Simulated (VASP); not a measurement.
Energy against volume of HfC (rock salt). Method: vdW-DF2, VASP's PBE PAW potentials (set 64) (plane waves; VASP).

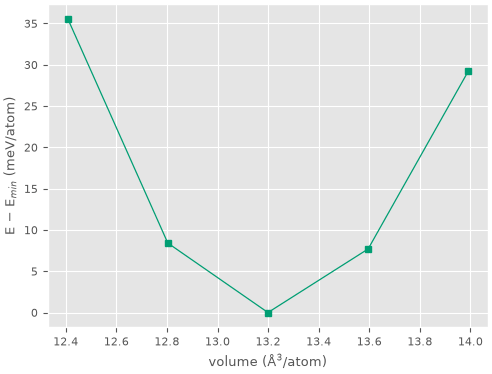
Figure: Energy against volume

Question: Estimate the equilibrium volume and the bulk modulus.

Answer: The minimum lies near 13.2 Å³/atom, and the curvature gives B0 of about 220 GPa.

Measured: a 4.638 Å (computed value off by +1.9 %), as given by Guo-Xu Zhang et al., New Journal of Physics (2018), doi:10.1088/1367-2630/aac7f0. The calculation is for a static lattice, while the measured a holds thermal and zero-point effects, which are part of the difference.

The compound is HfC in the rock salt structure. It was relaxed first, which changed the volume by +6 %.
